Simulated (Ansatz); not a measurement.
**Run report: GaN$_{2}$H$_{9}$, geometry relaxation (part 1 of 3)**

GaN$_{2}$H$_{9}$, computed with RKS PBE0-D4/def2-TZVP (Ansatz 0.2.0).

The geometry is a transition state displaced along its imaginary mode. The reaction was set up to form Ga1–N6, H5–N8 and H2–H7 and to break Ga1–H2, H5–N6 and H7–N8 (atoms counted from 1 in the order of the input); sticks are drawn by distance alone. Figures and captions count atoms from 1; the log counts them from 0 in places.

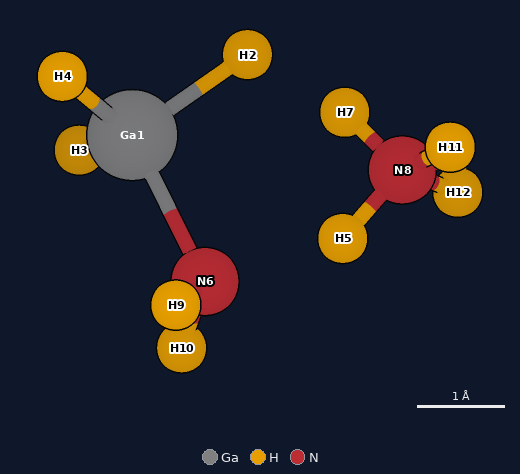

Fig. 1: The starting structure (ball-and-stick view, seen at a tilt; atoms are numbered from 1 in the order of the input). Sticks mark near contacts. Bond lengths as drawn: Ga–H 1.59 to 1.64 Å, Ga–N 1.99 Å and H–N 0.98 to 1.08 Å.

Key numbers

| quantity | value |
| --- | --- |
| outcome | converged |
| total energy | −55496.1398 eV |
| mean-field energy | −55495.9860 eV |
| dispersion energy | −0.1537 eV |
| SCF solution under orbital rotations | stable |
| largest force (length of the vector) at the end | 0.004 eV/Å |
| dipole moment | 5.16 D |
| hardware | 4 threads of Arm Neoverse V1, 23 GiB of memory available, shared host |
| wall time | 82 s (CPU time 5.1 min) |
| peak memory | 0.39 GiB |

Input file
```yaml
crystal:
  periodic: [false, false, false]
  atoms:
    - {symbol: Ga, position_ang: [-0.998713, 0.532626, -1.094066]}
    - {symbol: H, position_ang: [0.629067, 0.595939, -1.319872]}
    - {symbol: H, position_ang: [-1.523219, -0.505643, -2.178170]}
    - {symbol: H, position_ang: [-1.485261, 2.043226, -1.068327]}
    - {symbol: H, position_ang: [0.575409, -0.452821, 0.958373]}
    - {symbol: N, position_ang: [-1.075477, -0.273855, 0.722569]}
    - {symbol: H, position_ang: [1.303873, 0.071772, -0.294748]}
    - {symbol: N, position_ang: [1.569076, -0.318353, 0.562499]}
    - {symbol: H, position_ang: [-1.564679, 0.335688, 1.374181]}
    - {symbol: H, position_ang: [-1.628376, -1.129073, 0.714176]}
    - {symbol: H, position_ang: [2.127703, 0.306940, 1.141849]}
    - {symbol: H, position_ang: [2.070695, -1.206443, 0.481536]}
basis:
  gaussian: {orbitals: def2-TZVP}
hamiltonian: {xc: pbe0, dispersion: d4}
relax: {f_tol: 0.005, max_steps: 200}
```

Launch command:
```bash
ansatz run in.yaml --threads 4 --pin off --events-out ev --progress --plain --max-ram 9574MiB
```

What the program printed
```
Functional definition: PBE0
  name "PBE0"
  cite "Adamo & Barone, J. Chem. Phys. 110, 6158 (1999) doi:10.1063/1.478522"
  cite "Perdew, Burke & Ernzerhof, Phys. Rev. Lett. 77, 3865 (1996) doi:10.1103/PhysRevLett.77.3865"
  parent pbe
  parameter a = 0.25
  parameter kappa = 0.804
  parameter beta = 0.06672455060314922
  exchange = (1 - a)*pbe_x(kappa = kappa, mu = beta*pi^2/3) + a*exact_x
  correlation = pbe_c(beta = beta)
1119 factors; their error is unknown
mean field evaluation 1: about -55484.9891 eV, gradient 7.4e1 eV
mean field evaluation 2: about -55473.5178 eV, gradient 9.9e1 eV
mean field evaluation 4: about -55494.4055 eV, gradient 6.1e0 eV
mean field evaluation 8: about -55494.4696 eV, gradient 1.0e-1 eV
mean field evaluation 16: about -55494.6491 eV, gradient 5.3e-5 eV
mean field -55494.64910950 eV, -2039.3907391500 hartree, gradient 5.3e-5 eV, S^2 0.000000; 0 other end points of the search recorded, 0 dependent functions left out
the calculation of the forces begins
reference -55494.64914353 eV, -2039.3907404004 hartree; 27, 27 occupied and 137, 137 virtual orbitals, 1119 factors
relax step   1: F+E_penalty+E_count = -55494.81470950 eV  Δ(F+E_penalty+E_count) = +0.000e0 eV  max|allowed force component| = 3.941e0 eV/Å  Δτ_max = 0.0000 Å  (27 SCF iters, accepted)
these checks for a lower state are left out or cut short: starts, cluster_reference, orbital_swaps, neighbouring_geometries, increment
1119 factors; their error is unknown
mean field -55494.92558573 eV, -2039.4008994640 hartree, gradient 1.2e-5 eV, S^2 0.000000; 0 other end points of the search recorded, 0 dependent functions left out
[... from here on the field's lines of each further geometry are left out, up to the last ...]
relax step   2: F+E_penalty+E_count = -55495.08755668 eV  Δ(F+E_penalty+E_count) = -2.728e-1 eV  max|allowed force component| = 1.118e0 eV/Å  Δτ_max = 0.1949 Å  (29 SCF iters, accepted)
relax step   3: F+E_penalty+E_count = -55495.23534613 eV  Δ(F+E_penalty+E_count) = -1.478e-1 eV  max|allowed force component| = 1.384e0 eV/Å  Δτ_max = 0.1808 Å  (30 SCF iters, accepted)
relax step   4: F+E_penalty+E_count = -55495.40091609 eV  Δ(F+E_penalty+E_count) = -1.656e-1 eV  max|allowed force component| = 1.640e0 eV/Å  Δτ_max = 0.1133 Å  (30 SCF iters, accepted)
relax step   5: F+E_penalty+E_count = -55495.65327741 eV  Δ(F+E_penalty+E_count) = -2.524e-1 eV  max|allowed force component| = 2.927e0 eV/Å  Δτ_max = 0.1947 Å  (33 SCF iters, accepted)
relax step   6: F+E_penalty+E_count = -55496.02480353 eV  Δ(F+E_penalty+E_count) = -3.715e-1 eV  max|allowed force component| = 1.318e0 eV/Å  Δτ_max = 0.2000 Å  (28 SCF iters, accepted)
relax step   7: F+E_penalty+E_count = -55496.08574599 eV  Δ(F+E_penalty+E_count) = -6.094e-2 eV  max|allowed force component| = 6.270e-1 eV/Å  Δτ_max = 0.2000 Å  (28 SCF iters, accepted)
relax step   8: F+E_penalty+E_count = -55496.11440463 eV  Δ(F+E_penalty+E_count) = -2.866e-2 eV  max|allowed force component| = 2.715e-1 eV/Å  Δτ_max = 0.0858 Å  (28 SCF iters, accepted)
relax step   9: F+E_penalty+E_count = -55496.12590678 eV  Δ(F+E_penalty+E_count) = -1.150e-2 eV  max|allowed force component| = 6.816e-2 eV/Å  Δτ_max = 0.0499 Å  (28 SCF iters, accepted)
relax step  10: F+E_penalty+E_count = -55496.12654772 eV  Δ(F+E_penalty+E_count) = -6.409e-4 eV  max|allowed force component| = 3.174e-2 eV/Å  Δτ_max = 0.0358 Å  (28 SCF iters, accepted)
relax step  11: F+E_penalty+E_count = -55496.12730970 eV  Δ(F+E_penalty+E_count) = -7.620e-4 eV  max|allowed force component| = 1.823e-2 eV/Å  Δτ_max = 0.0365 Å  (29 SCF iters, accepted)
relax step  12: F+E_penalty+E_count = -55496.12745196 eV  Δ(F+E_penalty+E_count) = -1.423e-4 eV  max|allowed force component| = 2.246e-3 eV/Å  Δτ_max = 0.0126 Å  (29 SCF iters, accepted)
relax step  13: F+E_penalty+E_count = -55496.12750610 eV  Δ(F+E_penalty+E_count) = -5.414e-5 eV  max|allowed force component| = 1.211e-2 eV/Å  Δτ_max = 0.0161 Å  (29 SCF iters, accepted)
relax step  14: F+E_penalty+E_count = -55496.12761422 eV  Δ(F+E_penalty+E_count) = -1.081e-4 eV  max|allowed force component| = 1.846e-2 eV/Å  Δτ_max = 0.0385 Å  (28 SCF iters, accepted)
relax step  15: F+E_penalty+E_count = -55496.12765737 eV  Δ(F+E_penalty+E_count) = -4.314e-5 eV  max|allowed force component| = 5.354e-2 eV/Å  Δτ_max = 0.0659 Å  (28 SCF iters, accepted)
relax step  16: F+E_penalty+E_count = -55496.12796606 eV  Δ(F+E_penalty+E_count) = -3.087e-4 eV  max|allowed force component| = 3.964e-2 eV/Å  Δτ_max = 0.0115 Å  (30 SCF iters, accepted)
relax step  17: F+E_penalty+E_count = -55496.12841664 eV  Δ(F+E_penalty+E_count) = -4.506e-4 eV  max|allowed force component| = 3.047e-2 eV/Å  Δτ_max = 0.0292 Å  (29 SCF iters, accepted)
relax step  18: F+E_penalty+E_count = -55496.12868779 eV  Δ(F+E_penalty+E_count) = -2.712e-4 eV  max|allowed force component| = 1.002e-1 eV/Å  Δτ_max = 0.1297 Å  (27 SCF iters, accepted)
relax step  19: F+E_penalty+E_count = -55496.12946329 eV  Δ(F+E_penalty+E_count) = -7.755e-4 eV  max|allowed force component| = 7.652e-2 eV/Å  Δτ_max = 0.0181 Å  (29 SCF iters, accepted)
relax step  20: F+E_penalty+E_count = -55496.13118685 eV  Δ(F+E_penalty+E_count) = -1.724e-3 eV  max|allowed force component| = 1.746e-2 eV/Å  Δτ_max = 0.0466 Å  (29 SCF iters, accepted)
relax step  21: F+E_penalty+E_count = -55496.13279902 eV  Δ(F+E_penalty+E_count) = -1.612e-3 eV  max|allowed force component| = 6.127e-2 eV/Å  Δτ_max = 0.1293 Å  (28 SCF iters, accepted)
relax step  22: F+E_penalty+E_count = -55496.13338338 eV  Δ(F+E_penalty+E_count) = -5.844e-4 eV  max|allowed force component| = 1.026e-1 eV/Å  Δτ_max = 0.1090 Å  (28 SCF iters, accepted)
relax step  23: F+E_penalty+E_count = -55496.13480812 eV  Δ(F+E_penalty+E_count) = -1.425e-3 eV  max|allowed force component| = 5.303e-2 eV/Å  Δτ_max = 0.0097 Å  (30 SCF iters, accepted)
relax step  24: F+E_penalty+E_count = -55496.13599076 eV  Δ(F+E_penalty+E_count) = -1.183e-3 eV  max|allowed force component| = 1.136e-2 eV/Å  Δτ_max = 0.0461 Å  (28 SCF iters, accepted)
relax step  25: F+E_penalty+E_count = -55496.13721983 eV  Δ(F+E_penalty+E_count) = -1.229e-3 eV  max|allowed force component| = 5.205e-2 eV/Å  Δτ_max = 0.1032 Å  (28 SCF iters, accepted)
relax step  26: F+E_penalty+E_count = -55496.13272245 eV  Δ(F+E_penalty+E_count) = +4.497e-3 eV  max|allowed force component| = 3.042e-1 eV/Å  Δτ_max = 0.1976 Å  (27 SCF iters, rejected (line search))
relax step  27: F+E_penalty+E_count = -55496.13035798 eV  Δ(F+E_penalty+E_count) = +6.862e-3 eV  max|allowed force component| = 1.456e-1 eV/Å  Δτ_max = 0.0688 Å  (28 SCF iters, rejected (line search))
relax step  28: F+E_penalty+E_count = -55496.13781650 eV  Δ(F+E_penalty+E_count) = -5.967e-4 eV  max|allowed force component| = 1.055e-2 eV/Å  Δτ_max = 0.0342 Å  (28 SCF iters, accepted)
relax step  29: F+E_penalty+E_count = -55496.13856736 eV  Δ(F+E_penalty+E_count) = -7.509e-4 eV  max|allowed force component| = 2.479e-2 eV/Å  Δτ_max = 0.0977 Å  (28 SCF iters, accepted)
relax step  30: F+E_penalty+E_count = -55496.13864749 eV  Δ(F+E_penalty+E_count) = -8.013e-5 eV  max|allowed force component| = 6.784e-2 eV/Å  Δτ_max = 0.0683 Å  (28 SCF iters, accepted)
relax step  31: F+E_penalty+E_count = -55496.13902432 eV  Δ(F+E_penalty+E_count) = -3.768e-4 eV  max|allowed force component| = 3.673e-2 eV/Å  Δτ_max = 0.0137 Å  (30 SCF iters, accepted)
relax step  32: F+E_penalty+E_count = -55496.13930082 eV  Δ(F+E_penalty+E_count) = -2.765e-4 eV  max|allowed force component| = 2.533e-3 eV/Å  Δτ_max = 0.0162 Å  (29 SCF iters, accepted)
relax step  33: F+E_penalty+E_count = -55496.13949173 eV  Δ(F+E_penalty+E_count) = -1.909e-4 eV  max|allowed force component| = 1.532e-2 eV/Å  Δτ_max = 0.0449 Å  (28 SCF iters, accepted)
relax step  34: F+E_penalty+E_count = -55496.13946984 eV  Δ(F+E_penalty+E_count) = +2.189e-5 eV  max|allowed force component| = 8.282e-2 eV/Å  Δτ_max = 0.0831 Å  (28 SCF iters, rejected (line search))
relax step  35: F+E_penalty+E_count = -55496.13964197 eV  Δ(F+E_penalty+E_count) = -1.502e-4 eV  max|allowed force component| = 2.052e-2 eV/Å  Δτ_max = 0.0408 Å  (28 SCF iters, accepted)
relax step  36: F+E_penalty+E_count = -55496.13967330 eV  Δ(F+E_penalty+E_count) = -3.133e-5 eV  max|allowed force component| = 4.148e-2 eV/Å  Δτ_max = 0.0454 Å  (28 SCF iters, accepted)
relax step  37: F+E_penalty+E_count = -55496.13972273 eV  Δ(F+E_penalty+E_count) = -4.943e-5 eV  max|allowed force component| = 1.723e-2 eV/Å  Δτ_max = 0.0056 Å  (30 SCF iters, accepted)
relax step  38: F+E_penalty+E_count = -55496.13972463 eV  Δ(F+E_penalty+E_count) = -1.895e-6 eV  max|allowed force component| = 1.049e-2 eV/Å  Δτ_max = 0.0069 Å  (30 SCF iters, accepted)
relax step  39: F+E_penalty+E_count = -55496.13974447 eV  Δ(F+E_penalty+E_count) = -1.985e-5 eV  max|allowed force component| = 1.128e-3 eV/Å  Δτ_max = 0.0039 Å  (30 SCF iters, accepted)
the calculation of the forces begins
reference -55495.98604627 eV, -2039.4398706700 hartree; 27, 27 occupied and 137, 137 virtual orbitals, 1119 factors
relax step  40: F+E_penalty+E_count = -55496.13975425 eV  Δ(F+E_penalty+E_count) = -9.774e-6 eV  max|allowed force component| = 3.677e-3 eV/Å  Δτ_max = 0.0112 Å  (30 SCF iters, accepted)
```

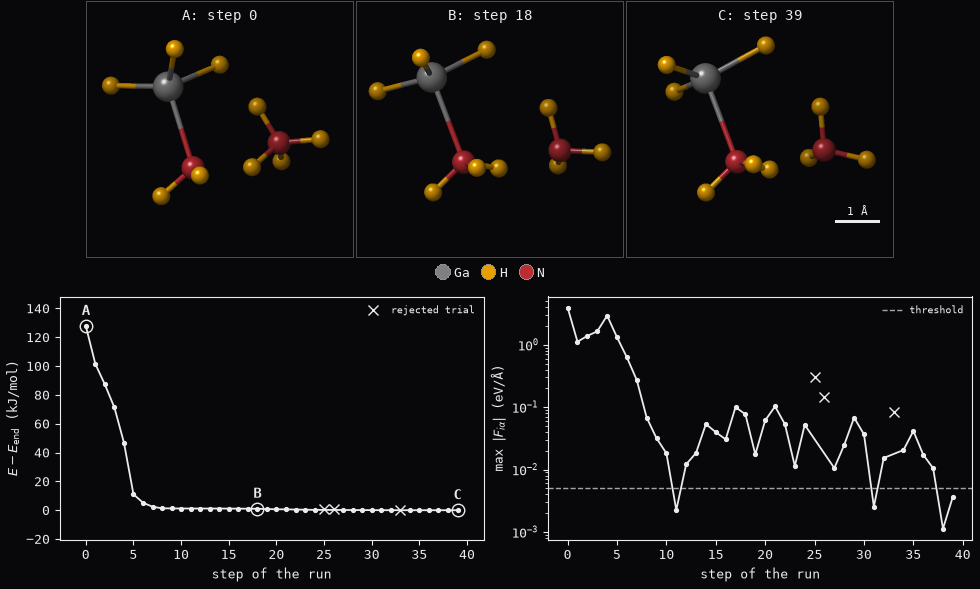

Fig. 2: Frames of the relaxation (ball-and-stick view, seen at a tilt) above the curves, on which the letters mark them (the first geometry is step 0 here and step 1 in the log).

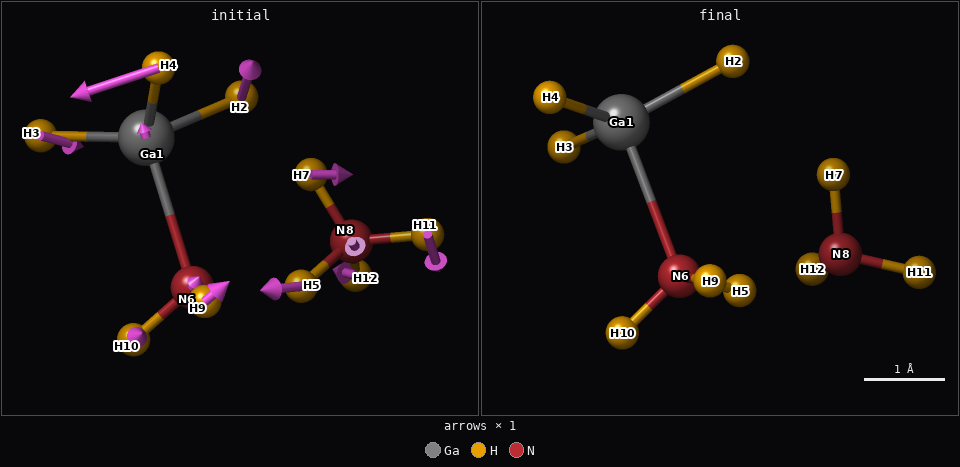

Fig. 3: Before (left) and after (right) the relaxation, at one scale (ball-and-stick view, seen at a tilt). The pink arrows give the displacements, at true length. The energy falls by 127.8 kJ/mol in 39 geometry steps. Largest force component: 3.9 eV/Å at the start, 0.0037 eV/Å at the end. The line search rejected the trial steps at points 25, 26, 33 (counted from 0) and went back. The atom that moves furthest after the best rigid fit is H4 (1.17 Å). Largest moves by element: H 1.17 Å, N 0.37 Å, Ga 0.20 Å. Distances before and after: H5–N8 1.078 → 1.957 Å, H5–N6 1.677 → 1.033 Å, Ga1–N6 1.989 → 2.109 Å, Ga1–H2 1.645 → 1.594 Å. New bonds form: H5–N6 (1.68 → 1.03 Å). Bonds break: H5–N8 (1.08 → 1.96 Å). Among the angles that change: H2–Ga1–H4 105.6° → 117.2°, H3–Ga1–N6 110.2° → 99.4°, H2–Ga1–H3 105.0° → 115.5°. (Atoms are counted from 1 in the order of the input.)

```
1119 factors; their error is unknown
mean field -55495.98601107 eV, -2039.4398693765 hartree, gradient 5.0e-5 eV, S^2 0.000000; 1 other end points of the search recorded, 0 dependent functions left out
the calculation of the forces begins
reference -55495.98604627 eV, -2039.4398706700 hartree; 27, 27 occupied and 137, 137 virtual orbitals, 1119 factors
Total energy: -55496.13978944 eV, -2039.4455206275 hartree
Atom 0 at    -1.010163     0.622380    -1.283838 Å, force     0.000323    -0.000520     0.001088 eV/Å
Atom 1 at     0.309522     1.513144    -1.214953 Å, force    -0.000729     0.000106    -0.000827 eV/Å
Atom 2 at    -0.846803    -0.788061    -1.989691 Å, force     0.000017     0.000935    -0.000187 eV/Å
Atom 3 at    -2.387670     1.382490    -1.432413 Å, force     0.000968    -0.000628    -0.000290 eV/Å
Atom 4 at    -0.117129    -0.328742     0.948962 Å, force    -0.001222     0.000600    -0.000831 eV/Å
Atom 5 at    -1.072685    -0.005923     0.728099 Å, force     0.000276     0.000114     0.001081 eV/Å
Atom 6 at     1.833688     0.100247    -0.106356 Å, force    -0.000217    -0.001621     0.002090 eV/Å
Atom 7 at     1.794516    -0.599031     0.630104 Å, force     0.003676    -0.001429    -0.000437 eV/Å
Atom 8 at    -1.321960     0.748369     1.356295 Å, force     0.000106    -0.000152    -0.000074 eV/Å
Atom 9 at    -1.728048    -0.764683     0.870149 Å, force     0.000121    -0.000042    -0.000110 eV/Å
Atom 10 at     2.531678    -0.390002     1.291967 Å, force    -0.002677    -0.001040    -0.003198 eV/Å
Atom 11 at     2.015151    -1.490185     0.201673 Å, force    -0.000642     0.003677     0.001696 eV/Å
Dipole moment:     0.405311    -0.373235     0.922464 e Å
```

Trajectory as extended XYZ (Å, eV, eV/Å), 40 frames, from step=1 to step=40
```
12
Properties=species:S:1:pos:R:3:forces:R:3 step=1 energy=-55494.81471
Ga   -0.9987    0.5326   -1.0941   -0.1024   0.1062  -0.3197
H     0.6291    0.5959   -1.3199   -0.0927   0.2108  -0.4112
H    -1.5232   -0.5056   -2.1782   -0.1343   0.0418   0.1153
H    -1.4853    2.0432   -1.0683   -0.1324  -0.0889   0.0559
H     0.5754   -0.4528    0.9584   -1.1039  -0.0182   0.1655
N    -1.0755   -0.2739    0.7226    0.1022  -0.1526   0.2625
H     1.3039    0.0718   -0.2947   -0.4763   1.4716  -3.2654
N     1.5691   -0.3184    0.5625    2.1322  -1.9978   3.9406
H    -1.5647    0.3357    1.3742    0.1333  -0.0173  -0.0987
H    -1.6284   -1.1291    0.7142    0.1559   0.1061  -0.0519
H     2.1277    0.3069    1.1418   -0.2028   0.0268  -0.2294
H     2.0707   -1.2064    0.4815   -0.2787   0.3115  -0.1634
12
Properties=species:S:1:pos:R:3:forces:R:3 step=2 energy=-55495.08756
Ga   -1.0488    0.5525   -1.1415    0.0969   0.0651  -0.1803
H     0.5660    0.6782   -1.4849    0.2225  -0.1014   0.1943
H    -1.6331   -0.5031   -2.1711   -0.1183   0.0094   0.0707
H    -1.5922    2.0390   -1.0623   -0.1270  -0.0456   0.0486
H     0.5523   -0.4372    0.9256   -1.1178   0.0322   0.0474
N    -1.0466   -0.2592    0.6863    0.4368  -0.1359   0.2374
H     1.4640    0.0730   -0.3009    0.0594   0.1495  -0.3445
N     1.6164   -0.3554    0.6401    0.5606  -0.2124   0.3659
H    -1.5170    0.3426    1.3563    0.0970   0.0204  -0.0777
H    -1.5813   -1.1235    0.6987    0.1026   0.0472  -0.0656
H     2.1417    0.2531    1.2614   -0.0992   0.0544  -0.1454
H     2.0788   -1.2598    0.5924   -0.1134   0.1171  -0.1508
12
Properties=species:S:1:pos:R:3:forces:R:3 step=3 energy=-55495.23535
Ga   -1.0207    0.5530   -1.1505    0.0620   0.1514  -0.3134
H     0.6137    0.6653   -1.4608   -0.1297  -0.0088   0.0089
H    -1.6759   -0.5091   -2.1292   -0.0088   0.0099   0.0259
H    -1.6350    2.0097   -1.0262   -0.0129  -0.0319   0.0121
H     0.4366   -0.3762    0.8008   -1.3842  -0.1288   0.4201
N    -0.9886   -0.2586    0.6776    0.4592  -0.0329   0.0322
H     1.5522    0.0881   -0.3315    0.0548  -0.3247   0.7008
N     1.5836   -0.3535    0.6406    0.8263   0.3572  -0.7966
H    -1.4365    0.3443    1.3557    0.0332   0.0772   0.0441
H    -1.5045   -1.1289    0.6984    0.0286  -0.0870  -0.0250
H     2.0703    0.2388    1.3017    0.0292   0.0462  -0.0363
H     2.0049   -1.2730    0.6234    0.0423  -0.0279  -0.0728
```
